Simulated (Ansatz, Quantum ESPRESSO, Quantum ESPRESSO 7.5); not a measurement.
# Conductance against width: vacuum gaps between two Li(100) faces

Aim: how the conductance falls as the barrier grows, for vacuum gaps between two Li(100) faces.

Main program and level: Quantum ESPRESSO 7.5; plane-wave DFT, LDA, GBRV ultrasoft pseudopotentials (cross-check by Ansatz 0.2.0 with PAW datasets).

## 1. The starting structure

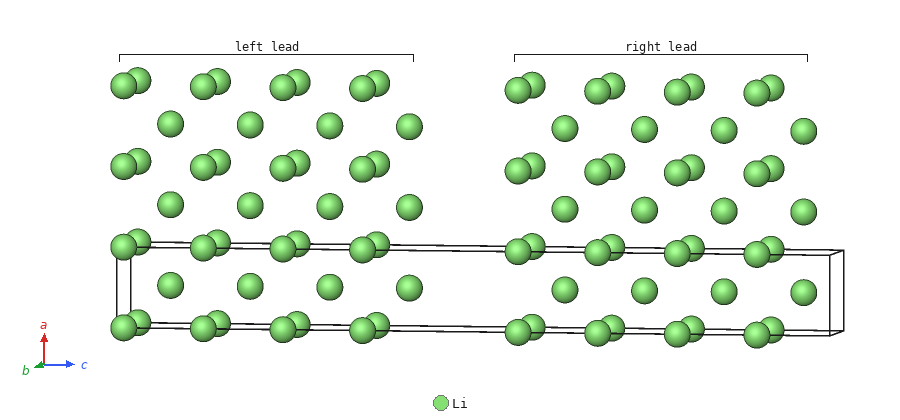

The cell as given, from the side, with the c axis across the page (lithium green). 3×1×1 cells are drawn. Some periodic images of atoms are drawn too.

The cell holds 16 atoms: 16 Li. Cell: a = 3.440 Å, b = 3.440 Å, c = 30.800 Å, α = 90.0°, β = 90.0°, γ = 90.0°. It derives from Li. Regions: left lead, 8 atoms (8 Li); right lead, 8 atoms (8 Li). The structure is stacked along c, and the current runs across the ab planes.

## 2. SCF with pw.x, 5 Å

One periodic cell holds a stretch of lead, the junction and more lead; the atoms stay as built.

File j0.scf.in:

```
&control
  prefix = 'j0.scf'
  outdir = './out'
  pseudo_dir = './pseudo'
  calculation = 'scf'
  tprnfor = .true.
/
&system
  ibrav = 0
  nat = 16
  ntyp = 1
  ecutwfc = 40
  ecutrho = 200
  occupations = 'smearing'
  smearing = 'mv'
  degauss = 0.01
/
&electrons
  conv_thr = 1e-07
  mixing_beta = 0.25
  electron_maxstep = 120
  mixing_mode = 'local-TF'
/
ATOMIC_SPECIES
  Li  6.9400  li_lda_v1.4.uspp.F.UPF
CELL_PARAMETERS angstrom
  3.44000000000000 0.00000000000000 0.00000000000000
  0.00000000000000 3.44000000000000 0.00000000000000
  0.00000000000000 0.00000000000000 30.80000000000000
ATOMIC_POSITIONS crystal
  Li  0.000000000000 0.000000000000 0.000000000000
  Li  0.500000000000 0.500000000000 0.055844155844
  Li  0.000000000000 0.000000000000 0.111688311688
  Li  0.500000000000 0.500000000000 0.167532467532
  Li  0.000000000000 0.000000000000 0.223376623377
  Li  0.500000000000 0.500000000000 0.279220779221
  Li  0.000000000000 0.000000000000 0.335064935065
  Li  0.500000000000 0.500000000000 0.390909090909
  Li  0.000000000000 0.000000000000 0.553246753247
  Li  0.500000000000 0.500000000000 0.609090909091
  Li  0.000000000000 0.000000000000 0.664935064935
  Li  0.500000000000 0.500000000000 0.720779220779
  Li  0.000000000000 0.000000000000 0.776623376623
  Li  0.500000000000 0.500000000000 0.832467532468
  Li  0.000000000000 0.000000000000 0.888311688312
  Li  0.500000000000 0.500000000000 0.944155844156
K_POINTS automatic
  7 7 1 0 0 0
```

Command:

```sh
$ OMP_NUM_THREADS=1 mpirun -n 4 pw.x -nk 2 -in j0.scf.in > j0.scf.out
```

Log:

```text
Program PWSCF v.7.5 starts
[citation notice left out]

     Parallel version (MPI & OpenMP), running on       4 processor cores
     Number of MPI processes:                 4
     Threads/MPI process:                     1

     MPI processes distributed on     1 nodes
[...]
Current dimensions of program PWSCF are:
     Max number of different atomic species (ntypx) = 10
     Max number of k-points (npk) =  40000
     Max angular momentum in pseudopotentials (lmaxx) =  4
     Message from routine setup:
     using ibrav=0 with symmetry is DISCOURAGED, use correct ibrav instead

     K-points division:     npool     =       2
     R & G space division:  proc/nbgrp/npool/nimage =       2
     Subspace diagonalization in iterative solution of the eigenvalue problem:
     a serial algorithm will be used

     Parallelization info
     --------------------
     sticks:   dense  smooth     PW     G-vecs:    dense   smooth      PW
     Min         336     272     80                58824    42042    6816
     Max         337     273     81                58831    42049    6833
     Sum         673     545    161               117655    84091   13649

     Using Slab Decomposition

     bravais-lattice index     =            0
     lattice parameter (alat)  =       6.5007  a.u.
     unit-cell volume          =    2459.5984 (a.u.)^3
     number of atoms/cell      =           16
     number of atomic types    =            1
     number of electrons       =        48.00
     number of Kohn-Sham states=           29
     kinetic-energy cutoff     =      40.0000  Ry
     charge density cutoff     =     200.0000  Ry
     scf convergence threshold =      1.0E-07
     mixing beta               =       0.2500
     number of iterations used =            8  local-TF  mixing
     Exchange-correlation=  SLA  PZ   NOGX NOGC
                           (   1   1   0   0   0   0   0)

     celldm(1)=   6.500658  celldm(2)=   0.000000  celldm(3)=   0.000000
     celldm(4)=   0.000000  celldm(5)=   0.000000  celldm(6)=   0.000000

     crystal axes: (cart. coord. in units of alat)
               a(1) = (   1.000000   0.000000   0.000000 )
               a(2) = (   0.000000   1.000000   0.000000 )
               a(3) = (   0.000000   0.000000   8.953488 )

     reciprocal axes: (cart. coord. in units 2 pi/alat)
               b(1) = (  1.000000  0.000000  0.000000 )
               b(2) = (  0.000000  1.000000  0.000000 )
               b(3) = (  0.000000  0.000000  0.111688 )

     PseudoPot. # 1 for Li read from file:
     ./pseudo/li_lda_v1.4.uspp.F.UPF
     Pseudo is Ultrasoft, Zval =  3.0
     Generated by new atomic code, or converted to UPF format
     Using radial grid of  751 points,  5 beta functions with:
                l(1) =   0
                l(2) =   0
                l(3) =   0
                l(4) =   1
                l(5) =   1
     Q(r) pseudized with 10 coefficients,  rinner =    1.150   1.150   1.150

     atomic species   valence    mass     pseudopotential
     Li                3.00     6.94000     Li( 1.00)

      8 Sym. Ops. (no inversion) found

   Cartesian axes

     site n.     atom                  positions (alat units)
         1        Li     tau(   1) = (   0.0000000   0.0000000   0.0000000  )
         2        Li     tau(   2) = (   0.5000000   0.5000000   0.5000000  )
         3        Li     tau(   3) = (   0.0000000   0.0000000   1.0000000  )
         4        Li     tau(   4) = (   0.5000000   0.5000000   1.5000000  )
         5        Li     tau(   5) = (   0.0000000   0.0000000   2.0000000  )
         6        Li     tau(   6) = (   0.5000000   0.5000000   2.5000000  )
         7        Li     tau(   7) = (   0.0000000   0.0000000   3.0000000  )
         8        Li     tau(   8) = (   0.5000000   0.5000000   3.5000000  )
         9        Li     tau(   9) = (   0.0000000   0.0000000   4.9534884  )
        10        Li     tau(  10) = (   0.5000000   0.5000000   5.4534884  )
        11        Li     tau(  11) = (   0.0000000   0.0000000   5.9534884  )
        12        Li     tau(  12) = (   0.5000000   0.5000000   6.4534884  )
        13        Li     tau(  13) = (   0.0000000   0.0000000   6.9534884  )
        14        Li     tau(  14) = (   0.5000000   0.5000000   7.4534884  )
        15        Li     tau(  15) = (   0.0000000   0.0000000   7.9534884  )
        16        Li     tau(  16) = (   0.5000000   0.5000000   8.4534884  )

     number of k points=    10  Marzari-Vanderbilt smearing, width (Ry)=  0.0100
                       cart. coord. in units 2pi/alat
        k(    1) = (   0.0000000   0.0000000   0.0000000), wk =   0.0408163
        k(    2) = (   0.0000000   0.1428571   0.0000000), wk =   0.1632653
        k(    3) = (   0.0000000   0.2857143   0.0000000), wk =   0.1632653
        k(    4) = (   0.0000000   0.4285714   0.0000000), wk =   0.1632653
        k(    5) = (   0.1428571   0.1428571   0.0000000), wk =   0.1632653
        k(    6) = (   0.1428571   0.2857143   0.0000000), wk =   0.3265306
        k(    7) = (   0.1428571   0.4285714   0.0000000), wk =   0.3265306
        k(    8) = (   0.2857143   0.2857143   0.0000000), wk =   0.1632653
        k(    9) = (   0.2857143   0.4285714   0.0000000), wk =   0.3265306
        k(   10) = (   0.4285714   0.4285714   0.0000000), wk =   0.1632653

     Dense  grid:   117655 G-vectors     FFT dimensions: (  30,  30, 270)

     Smooth grid:    84091 G-vectors     FFT dimensions: (  27,  27, 240)

     Estimated max dynamical RAM per process >     103.11 MB

     Estimated total dynamical RAM >     383.71 MB

     Initial potential from superposition of free atoms

     starting charge      40.7879, renormalised to      48.0000
     Starting wfcs are   80 randomized atomic wfcs

     total cpu time spent up to now is        1.4 secs

     per-process dynamical memory:    66.5 Mb

     Self-consistent Calculation

     iteration #  1     ecut=    40.00 Ry     beta= 0.25
     Davidson diagonalization with overlap
     ethr =  1.00E-02,  avg # of iterations =  1.8

     total cpu time spent up to now is        2.5 secs

     total energy              =    -229.87208521 Ry
     estimated scf accuracy    <       3.08829060 Ry

     iteration #  2     ecut=    40.00 Ry     beta= 0.25
[...]
total energy              =    -228.59909486 Ry
     estimated scf accuracy    <       2.06534046 Ry

     iteration #  3     ecut=    40.00 Ry     beta= 0.25
[...]
total energy              =    -228.60384863 Ry
[...]
iteration #  6     ecut=    40.00 Ry     beta= 0.25
[...]
total energy              =    -228.66008582 Ry
     estimated scf accuracy    <       0.04477449 Ry

     iteration #  7     ecut=    40.00 Ry     beta= 0.25
[...]
total energy              =    -228.65612073 Ry
     estimated scf accuracy    <       0.06508556 Ry

     iteration #  8     ecut=    40.00 Ry     beta= 0.25
[...]
total energy              =    -228.65648307 Ry
     estimated scf accuracy    <       0.02547718 Ry

     iteration #  9     ecut=    40.00 Ry     beta= 0.25
[...]
total energy              =    -228.65621110 Ry
     estimated scf accuracy    <       0.01905963 Ry

     iteration # 10     ecut=    40.00 Ry     beta= 0.25
[...]
total energy              =    -228.65603526 Ry
     estimated scf accuracy    <       0.00850524 Ry

     iteration # 11     ecut=    40.00 Ry     beta= 0.25
[...]
total energy              =    -228.65621692 Ry
     estimated scf accuracy    <       0.00112799 Ry

     iteration # 12     ecut=    40.00 Ry     beta= 0.25
[...]
total energy              =    -228.65640326 Ry
     estimated scf accuracy    <       0.00049592 Ry

     iteration # 13     ecut=    40.00 Ry     beta= 0.25
[...]
total energy              =    -228.65642969 Ry
     estimated scf accuracy    <       0.00127892 Ry

     iteration # 14     ecut=    40.00 Ry     beta= 0.25
[...]
total energy              =    -228.65630691 Ry
     estimated scf accuracy    <       0.00180273 Ry

[...]
iteration # 17     ecut=    40.00 Ry     beta= 0.25
[...]
total energy              =    -228.65637536 Ry
     estimated scf accuracy    <       0.00017844 Ry

     iteration # 18     ecut=    40.00 Ry     beta= 0.25
[...]
total energy              =    -228.65637772 Ry
     estimated scf accuracy    <       0.00004855 Ry

     iteration # 19     ecut=    40.00 Ry     beta= 0.25
[...]
total energy              =    -228.65638368 Ry
     estimated scf accuracy    <       0.00000615 Ry

     iteration # 20     ecut=    40.00 Ry     beta= 0.25
[...]
total energy              =    -228.65638487 Ry
     estimated scf accuracy    <       0.00000128 Ry

     iteration # 21     ecut=    40.00 Ry     beta= 0.25
[...]
total energy              =    -228.65638474 Ry
     estimated scf accuracy    <       0.00000162 Ry

     iteration # 22     ecut=    40.00 Ry     beta= 0.25
[...]
total energy              =    -228.65638496 Ry
     estimated scf accuracy    <       0.00000095 Ry

     iteration # 23     ecut=    40.00 Ry     beta= 0.25
[...]
total energy              =    -228.65638491 Ry
     estimated scf accuracy    <       0.00000067 Ry

     iteration # 24     ecut=    40.00 Ry     beta= 0.25
[...]
End of self-consistent calculation

          k = 0.0000 0.0000 0.0000 ( 10605 PWs)   bands (ev):

   -45.9424 -45.9424 -45.1990 -45.1990 -45.1890 -45.1875 -45.1625 -45.1625
   -45.1589 -45.1552 -45.1542 -45.1418 -45.1392 -45.1390 -45.1219 -45.1219
    -3.0174  -2.9186  -2.7798  -2.5492  -2.2806  -1.8857  -1.5330  -0.9451
    -0.6198   0.2485   0.4109   1.6368   1.7229

          k = 0.0000 0.1429 0.0000 ( 10577 PWs)   bands (ev):

   -45.9421 -45.9421 -45.1983 -45.1983 -45.1877 -45.1865 -45.1620 -45.1620
   -45.1580 -45.1543 -45.1536 -45.1425 -45.1394 -45.1394 -45.1226 -45.1225
    -2.8274  -2.7287  -2.5897  -2.3601  -2.0909  -1.6992  -1.3438  -0.7651
    -0.4305   0.4136   0.5919   1.7670   1.8651

          k = 0.0000 0.2857 0.0000 ( 10505 PWs)   bands (ev):

   -45.9414 -45.9414 -45.1967 -45.1967 -45.1848 -45.1842 -45.1610 -45.1610
   -45.1556 -45.1517 -45.1516 -45.1449 -45.1402 -45.1402 -45.1243 -45.1243
    -2.2529  -2.1553  -2.0165  -1.7915  -1.5231  -1.1451  -0.7892  -0.2503
     0.0950   0.8153   1.0141   1.7583   1.8172

          k = 0.0000 0.4286 0.0000 ( 10511 PWs)   bands (ev):

   -45.9408 -45.9408 -45.1954 -45.1954 -45.1823 -45.1822 -45.1604 -45.1604
   -45.1524 -45.1491 -45.1489 -45.1484 -45.1412 -45.1412 -45.1260 -45.1260
    -1.2819  -1.1878  -1.0535  -0.8427  -0.5878  -0.2559   0.0603   0.1014
     0.1872   0.3027   0.4501   0.4694   0.6743

          k = 0.1429 0.1429 0.0000 ( 10571 PWs)   bands (ev):

   -45.9418 -45.9418 -45.1976 -45.1976 -45.1866 -45.1856 -45.1616 -45.1616
   -45.1571 -45.1534 -45.1529 -45.1432 -45.1396 -45.1396 -45.1231 -45.1231
    -2.6376  -2.5390  -2.3994  -2.1703  -1.9000  -1.5104  -1.1519  -0.5799
    -0.2359   0.5907   0.7841   1.9303   2.0384

          k = 0.1429 0.2857 0.0000 ( 10525 PWs)   bands (ev):

   -45.9411 -45.9411 -45.1962 -45.1962 -45.1840 -45.1836 -45.1607 -45.1607
   -45.1549 -45.1510 -45.1509 -45.1453 -45.1402 -45.1402 -45.1245 -45.1245
    -2.0648  -1.9666  -1.8264  -1.6002  -1.3290  -0.9497  -0.5885  -0.0485
     0.3079   1.0328   1.2467   2.0039   2.0209

[...]
the Fermi energy is     0.4624 ev

!    total energy              =    -228.65638491 Ry
     estimated scf accuracy    <       0.00000004 Ry
     smearing contrib. (-TS)   =       0.00067004 Ry
     internal energy E=F+TS    =    -228.65705495 Ry

     The total energy is F=E-TS. E is the sum of the following terms:
     one-electron contribution =    -232.25844475 Ry
     hartree contribution      =      95.64661326 Ry
     xc contribution           =     -50.69489524 Ry
     ewald contribution        =     -41.35032822 Ry

     convergence has been achieved in  24 iterations

     Forces acting on atoms (cartesian axes, Ry/au):

     atom    1 type  1   force =     0.00000000    0.00000000   -0.00094205
     atom    2 type  1   force =     0.00000000    0.00000000    0.00026450
     atom    3 type  1   force =     0.00000000    0.00000000    0.00088678
     atom    4 type  1   force =     0.00000000    0.00000000   -0.00043686
     atom    5 type  1   force =     0.00000000    0.00000000    0.00019432
     atom    6 type  1   force =     0.00000000    0.00000000   -0.00017274
     atom    7 type  1   force =     0.00000000    0.00000000   -0.00452373
     atom    8 type  1   force =     0.00000000    0.00000000    0.00440944
     atom    9 type  1   force =     0.00000000    0.00000000   -0.00441050
     atom   10 type  1   force =     0.00000000    0.00000000    0.00452460
     atom   11 type  1   force =     0.00000000    0.00000000    0.00017408
     atom   12 type  1   force =     0.00000000    0.00000000   -0.00019574
     atom   13 type  1   force =     0.00000000    0.00000000    0.00043231
     atom   14 type  1   force =     0.00000000    0.00000000   -0.00088433
     atom   15 type  1   force =     0.00000000    0.00000000   -0.00026706
     atom   16 type  1   force =     0.00000000    0.00000000    0.00094697

     Total force =     0.009156     Total SCF correction =     0.000300

[...]
=------------------------------------------------------------------------------=
   JOB DONE.
=------------------------------------------------------------------------------=
```

Run time: 32 s. Hardware: 4 MPI ranks of Arm Neoverse V2, shared host; peak memory 0.5 GiB.

Numbers from this step:

| Quantity | Value |
| --- | --- |
| free energy | -3111.0286 eV |
| Fermi energy | 0.4624 eV |

The run needed 24 iterations to bring the estimated error under 1e-07 Ry; the largest force on any atom, held or free, is 0.12 eV/Å.

(Part 1 of 5 ends here.)

[Logs are printed without paths, hosts, clocks, repeated set-up lines and the standing remarks that a program may print on its own settings, such as how far it seeks lower states.]

[Hosts, paths, dates, database ids (printed as entryN), source tags and the programs' standing remarks are cut or masked in the printed files.]

[Maps of the electrostatic potential energy from Ansatz leave out the sawtooth potential of an applied field or a dipole correction, so their vacuum need not be flat; planar profiles and work functions include it.]
